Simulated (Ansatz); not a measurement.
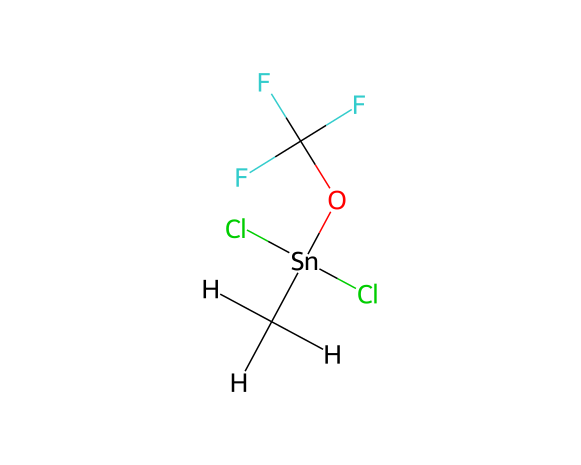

Source: calculation with Ansatz.

Skeletal drawing of a molecule.

Q: Transcribe the drawing into SMILES.

A: [CH3][Sn]([Cl])([Cl])[O]C(F)(F)F

Q: Give the formula, hydrogens included.

A: C2H3Cl2F3OSn.
